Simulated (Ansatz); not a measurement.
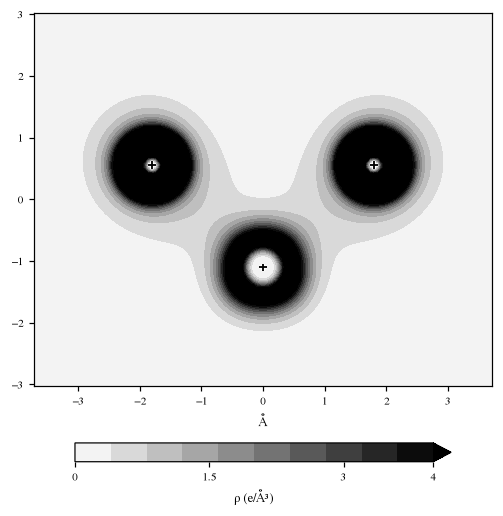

The electron density on a plane through atoms (crosses mark nuclei in the plane).

Computed with UKS PBE0-D4/def2-TZVP in Ansatz.

Candidates:
A. Ge3H (doublet)
B. HSi2 (charge +1, quintet)
C. MoTe2 (charge +1, quartet)

### Which candidate gave the map?

Candidate C: MoTe2 on the molecular plane, which holds Mo and Te. Te–Mo (2.44 Å): the density is about 0.71 e/Å³ at the midpoint.
